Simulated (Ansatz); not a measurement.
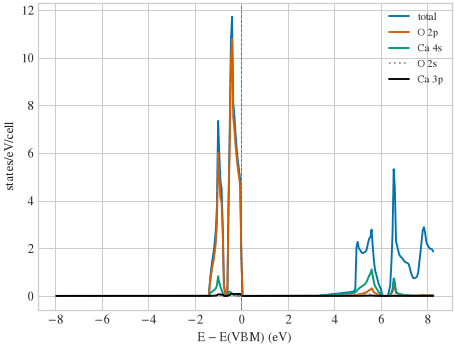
Figure: Total and projected density of states of CaO (zinc blende, space group No. 216), DFT-PBE in the program Ansatz with PAW potentials

Q: Which orbitals carry the states next to the gap?

A: Top 1 eV of the valence band: O 2p 91 %, outside the projected shells 5 %. Bottom 1 eV of the conduction band: Ca 4s 71 %, O 2s 17 %, O 2p 8 %. Projections are on Löwdin-orthogonalised atomic valence shells; empty p or d shells of many metals are not among them.

Q: Where is the tallest occupied peak in this window, and what makes it?

A: Near -0.4 eV, about 12 states/eV per cell; the largest projected share is O 2p.

Space group F-43m (zinc blende). The start of the workflow was typed in or built on a structure type; neither database checked (COD, Materials Project) lists it. It is not the phase usual at ambient conditions (space group No. 225). The cell was relaxed with PBE under the symmetry of its start; whether a distortion lowers the energy is not shown.

Potentials: the later of the program's two PAW sets.
